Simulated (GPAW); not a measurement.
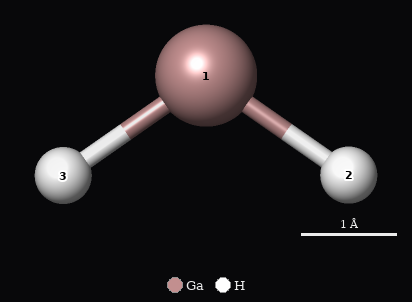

The structure (ball-and-stick view, seen on its broad side; atoms are numbered from 1 in the order of the input). Sticks mark near contacts.

**Run report: GaH2, property calculation**

The run: property calculation of GaH2, multiplicity 2. Method and program: HSE06/real-space grid, UKS, scalar-relativistic datasets (GPAW 26.7.0).

Some settings of this run were made unusual or wrong on purpose. The geometry comes from this level: GFN2-xTB.

### The input (calc.py)
```python
import numpy as np
from ase.io import read
from ase.units import Debye
from gpaw import GPAW

mol = read('run.sdf')
mol.center(vacuum=4.5)
mol.set_initial_magnetic_moments([1.0, 0.0, 0.0])

dft = GPAW(mode='fd',
           h=0.25,
           xc='HSE06',
           occupations={'name': 'fermi-dirac', 'width': 0.0, 'fixmagmom': True},
           maxiter=85,
           txt='-')
mol.calc = dft

energy = mol.get_potential_energy()
print(f'Energy                  {energy:.5f} eV')
forces = mol.get_forces()
print('Forces (eV/Ang)')
for symbol, f in zip(mol.symbols, forces):
    print(f'{symbol:2} {f[0]:9.4f} {f[1]:9.4f} {f[2]:9.4f}')
dipole = mol.get_dipole_moment() / Debye
print(f'Dipole: {np.linalg.norm(dipole):.3f} D')
```

### File run.sdf
```

     RDKit          3D

  3  2  0  0  0  0  0  0  0  0999 V2000
   -0.5453    0.3190   -0.3032 Ga  0  0  0  0  0  2  0  0  0  0  0  0
    0.8081    1.1759    0.5882 H   0  0  0  0  0  0  0  0  0  0  0  0
   -0.2628   -1.4950   -0.2850 H   0  0  0  0  0  0  0  0  0  0  0  0
  2  1  1  0
  3  1  1  0
M  RAD  1   1   2
M  END
$$$$
```

Command:
```bash
python calc.py
```

### The program's output
```
__  _  _
 | _ |_)|_||  |
 |__||  | ||/\| - 26.7.0

units:  Angstrom and eV
cores:  1
OpenMP: False

Versions:
  Python: 3.12.14
  ASE:    3.29.0
  Numpy:  2.5.5
  Scipy:  1.18.1
  Libxc:  7.0.0

        _gpaw.cpython-312-x86_64-linux-gnu.so

Input parameters:
  mode=FD(),
  h=0.25,
  maxiter=85,
  occupations=Occupations(name='fermi-dirac', width=0.0, fixmagmom=True),
  xc=XC(name='HSE06')

Diagonalizing LCAO Hamiltonian
Converting LCAO to fd mode
        .------------------------.
       /|                        |
      / |                        |
     /  |                        |
    /   |                        |
   /    |                        |
  /     |                        |
 *      |                        |
 |      |          H             |
 |      |                        |
 |      |       Ga               |
 |      |      H                 |
 |      .------------------------.
 |     /                        /
 |    /                        /
 |   /                        /
 |  /                        /
 | /                        /
 |/                        /
 *------------------------*

Atoms  # Å, Bohr magnetons
|   | symbol |        x |        y |        z |    initial magnetic moments |
|---|--------|----------|----------|----------|-----------------------------|
| 0 |     Ga | 4.500000 | 6.314000 | 4.500000 | ( 0.0000,  0.0000,  1.0000) |
| 1 |      H | 5.853400 | 7.170900 | 5.391400 | ( 0.0000,  0.0000,  0.0000) |
| 2 |      H | 4.782500 | 4.500000 | 4.518200 | ( 0.0000,  0.0000,  0.0000) |

Unit cell  # Å
| periodic |         x |         y |        z |   lengths |    angles |
|----------|-----------|-----------|----------|-----------|-----------|
|       no | 10.353400 |  0.000000 | 0.000000 | 10.353400 | 90.000000 |
|       no |  0.000000 | 11.670900 | 0.000000 | 11.670900 | 90.000000 |
|       no |  0.000000 |  0.000000 | 9.891400 |  9.891400 | 90.000000 |

Number of symmetries: 1
Symmetry operations  # r_c * U_cc + t_c -> r_c
|   | kind |            matrix            |
|---|------|------------------------------|
| 0 |  E   |  1, 0, 0,  0, 1, 0,  0, 0, 1 |

BZ-sampling:
  Number of BZ points: 1
  Number of IBZ points: 1

  Monkhorst-Pack size: [1, 1, 1]
  Monkhorst-Pack shift: [0, 0, 0]

K-points  # in reciprocal-cell coordinates
|   |                                coordinates |     weight |
|---|--------------------------------------------|------------|
| 0 | (  0.00000000,   0.00000000,   0.00000000) | 1.00000000 |

Uniform wave function grid shape: (np.int64(39), np.int64(47), np.int64(39))
Spin-components: 2 (collinear spins)
Bands:           6
Projectors:      11
Spin-degeneracy: 1
Datatype:        float64

  Storage: CPU
  Wave functions: 6_862_752 bytes (6_862_752 per core)

Parallelization:
  kpt:    1
  domain: 1
  band:   1

Density:
  Valence electrons: 5.0
  Components: 2
  Grid points: [40 48 40]
  Charge: 0.0  # |e|

Potential:
  Grid points: [40 48 40]

species:
  Ga:
    name:    Gallium
    Z:       31.0
    valence: 3
    core:    28
    charge:  0.0  # [|e|]
    file:    Ga.PBE.gz
    compensation charges:
      type: gauss
      rc: 0.37  # [Å]
      lmax: 2
    cutoffs:
      filter: 2.06  # [Å]
      core: 4.17  # [Å]
    projectors
    | kind |    occ | energy [eV] | rcut [Å] |
    |------|--------|-------------|----------|
    |   4s |  2.000 |      -8.945 |    1.164 |
    |   4p |  1.000 |      -2.580 |    1.164 |
    |    s |        |      18.266 |    1.164 |
    |    p |        |      24.631 |    1.164 |
    |    d |        |       0.000 |    1.164 |

    Using partial waves for Ga as LCAO basis

  H:
    name:    Hydrogen
    Z:       1.0
    valence: 1
    core:    0
    charge:  0.0  # [|e|]
    file:    H.PBE.gz
    compensation charges:
      type: gauss
      rc: 0.15  # [Å]
      lmax: 2
    cutoffs:
      filter: 0.85  # [Å]
      core: 0.53  # [Å]
    projectors
    | kind |    occ | energy [eV] | rcut [Å] |
    |------|--------|-------------|----------|
    |   1s |  1.000 |      -6.494 |    0.476 |
    |    s |        |      20.717 |    0.476 |
    |    p |        |       0.000 |    0.476 |

    Using partial waves for H as LCAO basis

Reference energy: -52909.651853  # eV

eigensolver:
  PPCG
  Converge bands: occupied
  niter=2

density mixing:
  MSR1-Mixer
  Pratt-step length: 0.05
  Maximum mixing coefficient: 0.75
  Old densities: 10
  SVD Regularization: 0.005
  Good broyden scale: 1.0
  Trust region scale: 1.0
  Backstep threshold: 4.0
  History deletion threshold: 6.0
  Fourier metric: weight=20.0, sigma=0.015

occupation numbers:
  Fixed magnetic moment: 1.000
  # Zero width

FastPoissonSolver using
    Stencil: 6*3+1=19 point O(h^6) finite-difference Laplacian
    FFT axes: []
    FST axes: [np.int64(0), np.int64(2), np.int64(1)]

xc functional:
  name: HYB_GGA_XC_HSE06 with 2 nearest neighbor stencil
interpolation: tri-quintic # 5. degree polynomial

Initialization done in: 0.863 s

convergence criteria:
- Maximum [total energy] change in last 3 cyles: 0.0005 eV / valence electron
- Maximum integral of absolute [dens]ity change: 0.0001 electrons / valence electron
- Maximum integral of absolute [eigenst]ate change: 4e-08 eV^2 / valence electron
maximum number of iterations: 85

SCF iterations
|iter     |     time |      energy | eigst |  dens |  magmom |
|---------|----------|-------------|-------|-------|---------|
|iter:   1| 00:00:01 |   -7.153536 | +0.49 |       |  +0.9573|
|iter:   2| 00:00:03 |  486.501766 | +0.42 | -0.33 |  +0.9594|
|iter:   3| 00:00:05 |  486.948909 | +0.15 | -0.37 |  +0.9715|
|iter:   4| 00:00:08 |  486.992491 | -0.06 | -0.59 |  +0.9849|
|iter:   5| 00:00:10 |  487.034801 | -1.06 | -0.74 |  +0.9925|
|iter:   6| 00:00:12 |  487.044718 | -1.39 | -0.98 |  +0.9988|
|iter:   7| 00:00:14 |  487.048223 | -1.97 | -1.26 |  +0.9997|
|iter:   8| 00:00:17 |  487.052103 | -2.19 | -1.45 |  +1.0005|
|iter:   9| 00:00:19 |  487.052343 | -2.72 | -1.94 |  +1.0002|
|iter:  10| 00:00:21 |  487.052340c| -3.59 | -2.30 |  +1.0000|
|iter:  11| 00:00:23 |  487.052335c| -4.34 | -2.93 |  +1.0000|
|iter:  12| 00:00:26 |  487.052335c| -5.18 | -3.33 |  +1.0000|
|iter:  13| 00:00:28 |  487.052335c| -5.69 | -3.70 |  +1.0000|
|iter:  14| 00:00:30 |  487.052335c| -6.56 | -4.44c|  +1.0000|
|iter:  15| 00:00:33 |  487.052335c| -7.20 | -4.86c|  +1.0000|
|iter:  16| 00:00:35 |  487.052335c| -7.75c| -5.22c|  +1.0000|

Converged in 16 steps
SCF loop duration: 34.295 s (2.143 s/step)
Energy contributions relative to reference atoms: (reference = -52909.651853)

Energy contributions:
  Kinetic:         -21.332403
  Coulomb:          17.409911
  Zero:             -0.077103
  External:          0.000000
  Xc:              491.051929
  Entropy:           0.000000
  Spinorbit:         0.000000
  ----------------------------
  Free energy:     487.052335
  Extrapolated:    487.052335

dipole moment: (-0.150374, 0.085420, -0.084426)  # |e|*Ang

Total magnetic moment: (0.000000, 0.000000, 1.000000)

Local magnetic moments
|        x |        y |        z |
|----------|----------|----------|
| 0.000000 | 0.000000 | 0.189416 |  # Ga   0
| 0.000000 | 0.000000 | 0.046063 |  # H    1
| 0.000000 | 0.000000 | 0.046573 |  # H    2

Fermi levels: -2.757, -3.638
Eigenvalues  # (at kpt = [0.000, 0.000, 0.000])
| band index |      eig [eV] | occ [0-1] |      eig [eV] | occ [0-1] |
|------------|---------------|-----------|---------------|-----------|
|          0 |        -9.223 |     1.000 |        -8.941 |     1.000 |
|          1 |        -5.846 |     1.000 |        -5.522 |     1.000 |
|          2 |        -3.994 |     1.000 |        -3.281 |     0.000 |
|          3 |        -2.232 |     0.000 |        -1.986 |     0.000 |
|          4 |        -0.096 |     0.000 |         0.172 |     0.000 |
|          5 |         0.592 |     0.000 |         0.960 |     0.000 |

Gap: 1.049 eV
Transition (v -> c):
  (s=1, k=0, n=2, [0.00, 0.00, 0.00]) -> (s=0, k=0, n=3, [0.00, 0.00, 0.00])
No difference between direct/indirect transitions
vacuum-level: 0.000  # V
Energy                  487.05233 eV

Forces  # eV/Ang
|        x |        y |        z |
|----------|----------|----------|
|  0.59143 | -0.35171 |  0.31251 |  # Ga   0
|  0.24556 | -0.06402 | -0.41234 |  # H    1
| -0.40162 |  0.43084 | -0.21774 |  # H    2

Force computation time: 0.022  # s
Forces (eV/Ang)
Ga    0.5914   -0.3517    0.3125
H     0.2456   -0.0640   -0.4123
H    -0.4016    0.4308   -0.2177
Dipole: 0.924 D
```

### Outcome

| quantity | value |
| --- | --- |
| outcome | converged |
| energy relative to the program's reference atoms | 487.0523 eV |
| largest force | 0.756 eV/Å |
| dipole moment | 0.92 D |
| hardware | 1 thread of Intel Xeon @ 2.60GHz (Ice Lake), 24 GiB of memory available, shared host |
| wall time | 36 s |
| peak memory | 0.31 GiB |

### What went wrong

Some settings of this run were drawn to be unusual or wrong (mode set to fd (from fd); basis set to dzp; h set to 0.25 (from 0.18); xc set to HSE06 (from BLYP)). It converged; results that depend on the unusual settings are not reference values. On so coarse a grid the energy depends on the position of the molecule, which gives spurious forces.
